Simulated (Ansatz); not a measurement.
**The cluster Ge₂O+ (doublet): inputs that go wrong**

Aim: try 2 inputs for the cluster Ge₂O+ (doublet) as typed, read how each ends, and find what has to change.

Program: Ansatz 0.2.0, Gaussian basis. Level of theory: the settings change from run to run. These are calculated values, not measurements.

## 1. The geometry

The structure was relaxed beforehand with PBE0-D4 in a triple-zeta def2 set.

3 atoms, charge 1, spin multiplicity 2.

Atoms are counted from 1 here; the program's logs count them from 0.

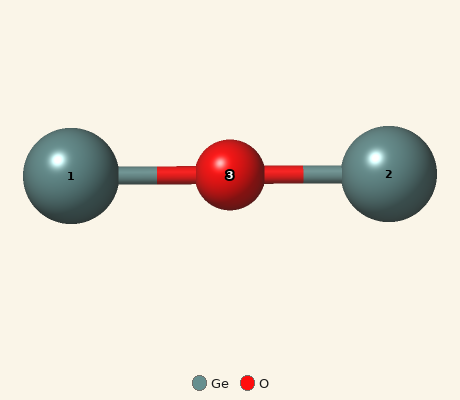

The structure; germanium teal, oxygen red; atoms are numbered from 1 in the order of the file.

As a file:

```xyz
3

Ge    0.1006   -0.8953    1.5078
Ge   -0.1009    0.8951   -1.5078
O     0.0003    0.0002    0.0000
```

## 2. Attempt 1

Contents of in.yaml:

```yaml
crystal:
  periodic: [false, false, false]
  atoms:
    - {symbol: Ge, position_ang: [0.100567, -0.895301, 1.507751]}
    - {symbol: Ge, position_ang: [-0.100851, 0.895130, -1.507760]}
    - {symbol: O, position_ang: [0.000285, 0.000172, 0.000009]}
basis:
  gaussian: {orbitals: def2-TZVP, final_grid: {core_spheres: 1, valence_spheres: 1, degree: 3}}
total_charge: 2
hamiltonian: {xc: {name: PBE}}
scf: {omitted_lower_state_checks: [starts]}
```

Run with:

```bash
> ansatz run in.yaml --threads 4 --pin off --events-out ev --progress --plain --max-ram 3916MiB
```

What it wrote:

```text
Functional definition: PBE
  name "PBE"
  cite "Perdew, Burke & Ernzerhof, Phys. Rev. Lett. 77, 3865 (1996) doi:10.1103/PhysRevLett.77.3865"
  parent pbe
  parameter kappa = 0.804
  parameter beta = 0.06672455060314922
  exchange = pbe_x(kappa = kappa, mu = beta*pi^2/3)
  correlation = pbe_c(beta = beta)
these checks for a lower state are left out or cut short: starts
867 factors; their error is unknown
mean field evaluation 1: about -114996.3316 eV, gradient 1.7e2 eV
mean field evaluation 2: about -114728.1757 eV, gradient 2.3e2 eV
mean field evaluation 4: about -115041.7403 eV, gradient 5.6e1 eV
mean field evaluation 8: about -115046.3076 eV, gradient 3.9e-1 eV
mean field evaluation 16: about -115157.0354 eV, gradient 9.2e-1 eV
mean field evaluation 32: about -115173.2568 eV, gradient 1.5e1 eV
mean field evaluation 64: about -115219.1590 eV, gradient 1.3e-3 eV
a density is far from that of the atoms, so the factors are made again for it
999 factors; integrals over basis functions are off by at most 2.8e-4 eV
mean field evaluation 96: about -115216.6779 eV, gradient 5.5e0 eV
mean field -115216.84688913 eV, -4234.1410263917 hartree, gradient 4.2e-6 eV, S^2 0.000000; 0 other end points of the search recorded, 0 dependent functions left out
reference -115216.84694854 eV, -4234.1410285751 hartree; 35, 35 occupied and 92, 92 virtual orbitals, 999 factors
Total energy: -115216.84694854 eV, -4234.1410285751 hartree
Checks for a lower state left out: starts
```

Wall time 8 s (4 threads of Arm Neoverse V2, shared host).

**Diagnosis.** It ended without an error, which proves nothing about the input. The integration grid is far too coarse. It also asks for charge 2 and multiplicity 1, another species or state than the molecule above. Its energy carries the error of the grid. Fix: drop final_grid and take the default grid, and set charge and spin to those of the species named.

## 3. Attempt 2

Contents of in.yaml:

```yaml
crystal:
  periodic: [false, false, false]
  atoms:
    - {symbol: D, position_ang: [0.100567, -0.895301, 1.507751]}
    - {symbol: Ge, position_ang: [-0.100851, 0.895130, -1.507760]}
    - {symbol: O, position_ang: [0.000285, 0.000172, 0.000009]}
basis:
  gaussian: {orbitals: cc-pVTZ}
total_charge: 1
magnetization: {spin_polarized: true, initial_magnetization: 1}
hamiltonian: {xc: {name: r2SCAN0}, pseudopotentials: {relativity: scalar}}
scf: {omitted_lower_state_checks: [starts]}
output: {forces: true}
```

Launched as before.

What it wrote:

```text
Error: YAML parse error: error: line 4 column 16: `D` is not an element symbol (H … Og, case-exact)
 --> <input>:4:16
  |
2 |   periodic: [false, false, false]
3 |   atoms:
4 |     - {symbol: D, position_ang: [0.100567, -0.895301, 1.507751]}
  |                ^ `D` is not an element symbol (H … Og, case-exact)
5 |     - {symbol: Ge, position_ang: [-0.100851, 0.895130, -1.507760]}
6 |     - {symbol: O, position_ang: [0.000285, 0.000172, 0.000009]}
  |
```

Run time: 0.05 s. Hardware: 4 threads of Arm Neoverse V2, shared host.

What is wrong: Refused before any calculation. An element symbol is wrong. Fix: correct the symbol.

## 4. How the tries ended

```csv
attempt,level,ended,cause,time
1,PBE/def2-TZVP,converged,the integration grid is far too coarse,8 s
2,r2SCAN0/cc-pVTZ,refused,an element symbol is wrong,0.05 s
```

1 converged, 1 refused. A refusal costs next to no computing time. The dangerous case is the input that converges on a wrong geometry, charge, spin, basis or grid: often only a look at the input shows it.
